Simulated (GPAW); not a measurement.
**How the form of the self-energy moves the gap of TePb (Fm-3m)**

Aim: compare treatments of exchange, screening and correlation for the gap of TePb (Fm-3m).

Method: PBE and many-body steps on it, plane waves, in GPAW 26.7.0.

**The experiments to reproduce.**

- Gap 0.19 eV: direct gap at L; earlier experiment (Expt. column of Table 1); 4 K; bulk crystal (literature value) (quoted in “Electronic band structure of epitaxial PbTe (111) thin films observed by angle-resolved photoemission spectroscopy”, 2017, arxiv:1704.07516).

- Gap 0.37 eV: thermally activated gap from Seebeck maximum; Seebeck coefficient maximum; bulk crystal (Bridgman-grown p-type crystal, maximum near 450-500 K) (“Site-Specific Contributions to the Band Inversion in a Topological Crystalline Insulator”, 2015, arxiv:1506.06328).

- Gap 0.32 eV: direct gap at L; earlier experiment (Expt. column of Table 1); 300 K; bulk crystal (literature value) (quoted in “Electronic band structure of epitaxial PbTe (111) thin films observed by angle-resolved photoemission spectroscopy”, 2017, arxiv:1704.07516).

Most raw output is cut from this account.

**1. The structure**

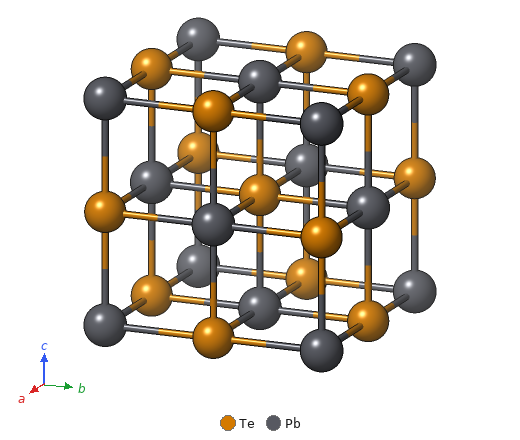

The starting structure, seen slightly off an axis (tellurium orange, lead dark grey). This picture shows the conventional cell, with its axes. Some periodic images of atoms are drawn too.

As a file:

```cif
data_structure
_symmetry_space_group_name_H-M 'Fm-3m'
_symmetry_Int_Tables_number 225
_cell_length_a 6.4620
_cell_length_b 6.4620
_cell_length_c 6.4620
_cell_angle_alpha 90.000
_cell_angle_beta 90.000
_cell_angle_gamma 90.000
_cell_volume 269.84
loop_
_atom_site_label
_atom_site_type_symbol
_atom_site_symmetry_multiplicity
_atom_site_Wyckoff_symbol
_atom_site_fract_x
_atom_site_fract_y
_atom_site_fract_z
_atom_site_occupancy
Te1 Te 4 b 0.50000 0.00000 0.00000 1
Pb1 Pb 4 a 0.00000 0.00000 0.00000 1
```

The cell and positions come from the Crystallography Open Database and are kept as given unless a step says otherwise. Spin-orbit coupling is left out unless a step names it.

**2. Empty states on the mesh, 4×4×4 mesh, 163 bands**

This step: GPAW 26.7.0; DFT, PBE, plane waves, PAW.

The sums over transitions need many empty states on a uniform mesh; this step solves for them.

The input, run.py:

```python
import json
import numpy as np
from gpaw.mpi import world
from gpaw import GPAW

calc = GPAW('gs.gpw').fixed_density(kpts={'size': (4, 4, 4), 'gamma': True},
    parallel={'domain': 1, 'band': 1},
    txt='nscf.txt')
calc.diagonalize_full_hamiltonian(nbands=163)
calc.write('full.gpw', mode='all')
res = {}
kpts = calc.get_ibz_k_points()
res['kpts'] = kpts
res['eigenvalues'] = [calc.get_eigenvalues(kpt=k) for k in range(len(kpts))]
res['n_electrons'] = calc.get_number_of_electrons()

if world.rank == 0:
    with open('result.json', 'w') as f:
        json.dump(res, f, default=lambda x: x.tolist())
```

On the command line:

```
$ mpirun -n 4 gpaw python run.py
```

It took 11 s on 4 MPI ranks of Arm Neoverse V1, shared host; peak memory 1.3 GiB; 43 s of CPU time.

This step gave:

| Item | Value |
| --- | --- |
| gap | 0.6927 eV |
| k of the valence top | 0.5, 0.5, 0.5 |
| k of the conduction bottom | 0.5, 0.5, 0.5 |
| least direct gap | 0.6927 eV |
| k points computed | 8 |
| lowest point of the top converged band, above the valence top | 87.8637 eV |

On this mesh the gap is 0.693 eV.

**3. G0W0, Godby-Needs plasmon pole**

G0W0 replaces the xc potential by the self-energy, built once from these orbitals. Only a window of levels is corrected, while the sums run over the empty bands that the input names.

This step: G0W0 on PBE, plane waves, PAW.

The input, run.py:

```python
import json
import numpy as np
from gpaw.mpi import world
from gpaw.response.g0w0 import G0W0

gw = G0W0('full.gpw',
    filename='gw',
    kpts=[0, 7],
    bands=(8, 12),
    ecut=100,
    nbands=153,
    integrate_gamma='WS',
    ppa=True)
gw.calculate()
res = {mode: {k: v for k, v in r.items() if k != 'sigma_eskwn'}
       for mode, r in gw.all_results.items()}

if world.rank == 0:
    with open('result.json', 'w') as f:
        json.dump(res, f, default=lambda x: x.tolist())
```

On the command line:

```
$ mpirun -n 4 gpaw python run.py
```

The job ended after 41 s (4 MPI ranks; peak memory 1.3 GiB).

Numbers from this step:

| Property | Result |
| --- | --- |
| G0W0 gap on the points computed | 0.7910 eV |
| least direct G0W0 gap on the computed points | 0.7910 eV |
| Z at the valence top | 0.7890 |
| Z at the conduction bottom | 0.7977 |
| starting gap on the mesh | 0.6927 eV |
| k of the valence top | 0.5, 0.5, 0.5 |
| k of the conduction bottom | 0.5, 0.5, 0.5 |

The gap on the mesh goes from 0.69 eV to 0.79 eV, a correction of +0.10 eV.

**4. G0W0, full frequency, Hilbert transform**

Edit run.py of step 3 so:

```diff
@@ -12,3 +12,5 @@
     integrate_gamma='WS',
-    ppa=True)
+    frequencies={'type': 'nonlinear', 'domega0': 0.1, 'omega2': 15.0},
+    eta=0.1,
+    nblocksmax=True)
 gw.calculate()
```

On the command line:

```
$ mpirun -n 4 gpaw python run.py
```

It took 83 s on 4 MPI ranks; peak memory 1.6 GiB; 5.5 min of CPU time.

This step gave:

- G0W0 gap on the points computed: 0.8086 eV
- least direct G0W0 gap on the computed points: 0.8086 eV
- Z at the valence top: 0.7561
- Z at the conduction bottom: 0.7705
- starting gap on the mesh: 0.6927 eV
- k of the valence top: 0.5, 0.5, 0.5
- k of the conduction bottom: 0.5, 0.5, 0.5

Against G0W0 in GPAW (4×4×4 mesh, 153 bands, screening to 100 eV, Godby-Needs plasmon pole), the gap moves by +0.018 eV.

**5. G0W0, multipole**

Edit run.py of step 4 so:

```diff
@@ -12,5 +12,3 @@
     integrate_gamma='WS',
-    frequencies={'type': 'nonlinear', 'domega0': 0.1, 'omega2': 15.0},
-    eta=0.1,
-    nblocksmax=True)
+    mpa={'npoles': 4, 'wrange': [0, 40], 'varpi': 20.0, 'eta0': 0.01, 'eta_rest': 1.0, 'alpha': 1})
 gw.calculate()
```

On the command line:

```
$ mpirun -n 4 gpaw python run.py
```

Elapsed: 66 s, on 4 MPI ranks; peak memory 1.4 GiB.

This step gave:

| Quantity | Value |
| --- | --- |
| G0W0 gap on the points computed | 0.7921 eV |
| least direct G0W0 gap on the computed points | 0.7921 eV |
| starting gap on the mesh | 0.6927 eV |
| k of the valence top | 0.5, 0.5, 0.5 |
| k of the conduction bottom | 0.5, 0.5, 0.5 |

Against G0W0 in GPAW (4×4×4 mesh, 153 bands, screening to 100 eV, Godby-Needs plasmon pole), the gap moves by +0.001 eV.

**6. The runs together**

Times are wall times on 4 MPI ranks of Arm Neoverse V1, shared host, good to a factor of about two.

```
                                    run   mesh  bands  screening cutoff (eV)  DFT gap (eV)  gap on the mesh (eV)  direct (eV)  time
         G0W0, Godby-Needs plasmon pole  4×4×4    153                    100         0.693                 0.791        0.791  41 s
G0W0, full frequency, Hilbert transform  4×4×4    153                    100         0.693                 0.809        0.809  83 s
                        G0W0, multipole  4×4×4    153                    100         0.693                 0.792        0.792  66 s
```

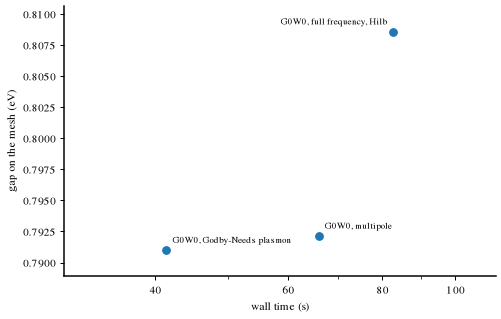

Result against wall time.

**7. What came out**

| Property | Result |
| --- | --- |
| G0W0, Godby-Needs plasmon pole | 0.791 eV |
| G0W0, full frequency, Hilbert transform | 0.809 eV |
| G0W0, multipole | 0.792 eV |
| known limits | not at the basis limit; model gap, bands may invert with spin-orbit coupling; no spin-orbit coupling; coarse k mesh |

G0W0, full frequency, Hilbert transform: +0.018 eV against G0W0, Godby-Needs plasmon pole. G0W0, multipole: +0.001 eV against G0W0, Godby-Needs plasmon pole. Against experiment, by G0W0, Godby-Needs plasmon pole: the direct gap of 0.79 eV lies +0.60 eV from the measured 0.19 eV (direct, 4 K, quoted 2017); the gap of 0.79 eV lies +0.42 eV from the measured 0.37 eV (transport, 2015); the direct gap of 0.79 eV lies +0.47 eV from the measured 0.32 eV (direct, 300 K, quoted 2017). An exciton line or allowed optical edge lies below the quasiparticle gap by the binding energy; a forbidden edge can push the onset above it. These are gaps on the mesh, at modest bands and cutoff. The calculation has static nuclei and no excitons; a measured gap holds zero-point and thermal motion, which in such lone-pair compounds can raise it as well as lower it. With atoms this heavy the missing spin-orbit coupling can matter too. Bands and cutoff are finite, so the gap is not at the basis limit. The miss can reach some tenths of an eV and take either sign; the mesh is an error of its own. These stock PAW sets were not made for GW; the filled d or f shell of Te lies in the frozen core, which bears on start and correction. In the G0W0 runs levels were corrected at 2 k points alone, so a gap called «on the mesh» is the least over those, and an edge elsewhere would be missed. The 4×4×4 mesh is coarse for this cell, which bears on the long-range parts of exchange and screening. Where an edge is built on 6p states of lead, bismuth or thallium, scalar-relativistic gaps usually stand too wide, by a few tenths to over one eV. With atoms this heavy and so narrow a gap, spin-orbit coupling can invert the bands. These scalar-relativistic gaps are then model values, not to be set against experiment, and a spin-orbit change taken from DFT can't simply be added.

[Paths, hosts, dates, memory and timing lines, banners, echoed tables and standing remarks are left out of the program output.]

[Logs are printed without paths, hosts, clocks, repeated set-up lines and the standing remarks that a program may print on its own settings, such as how far it seeks lower states.]

[Runs of the session that timed out or met a known fault of the program may be left out.]

[Hosts, paths, dates, database ids (printed as entryN), source tags and the programs' standing remarks are cut or masked in the printed files.]
